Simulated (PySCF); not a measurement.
Vertical excitations of a molecule C2H7InO2 from PySCF 2.14.0 with TDDFT-PBE/def2-SVPD, as energy in eV (oscillator strength): 3.89 (0.000), 4.12 (0.005), 4.29 (0.000), 4.34 (0.020), 4.58 (0.009), 4.69 (0.122), 4.89 (0.000), 5.22 (0.114), 5.39 (0.001), 5.75 (0.009). Lowest triplet (TDA): 3.65 eV. The structure is a stationary point at r2SCAN-D4/def2-SVP. The def2 effective core potentials stand for the cores of In; spin–orbit coupling is left out. Other conformers were not sampled.

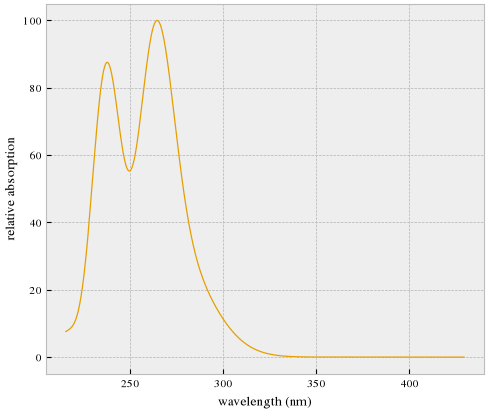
The lines broadened by 0.4 eV.

### Question
Pick the molecule that these values belong to.
(A) C[O][InH][O]C
(B) C[O][In]([CH3])[OH]
(C) CC[O][InH][OH]
(D) C[CH2][In]([OH])[OH]

### Answer
A, C[O][InH][O]C
